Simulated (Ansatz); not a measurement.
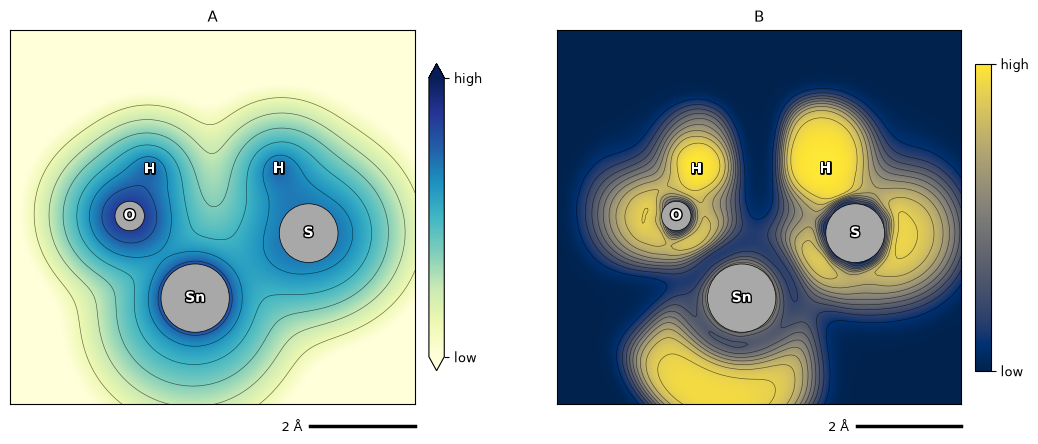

H$_{2}$OSSn: 2 fields on the molecular plane, with unlabelled colour scales. Grey discs cover the atomic cores.

Geometry: B3LYP-D3(BJ)/def2-SVP; core potentials replace the inner electrons of Sn.

Level of theory: isolated molecule in a Gaussian basis; Kohn-Sham density functional theory, functional PBE0 in Ansatz.

> Match the panels to the quantities (electron density and electron localisation function).

Panel A: electron density. Panel B: electron localisation function. From the grid: Sn–O (2.01 Å): the density is about 0.75 e/Å³ at the midpoint; the ELF peaks at about 0.85 in the valence shell of O, 0.6 Å from its nucleus, and drops to about 0.15 between the two atoms. Sn–S (2.50 Å): ρ is about 0.5 e/Å³ halfway; the ELF peaks at about 0.85 in the valence shell of S, 0.9 Å from its nucleus, and drops to about 0.20 between the two atoms.
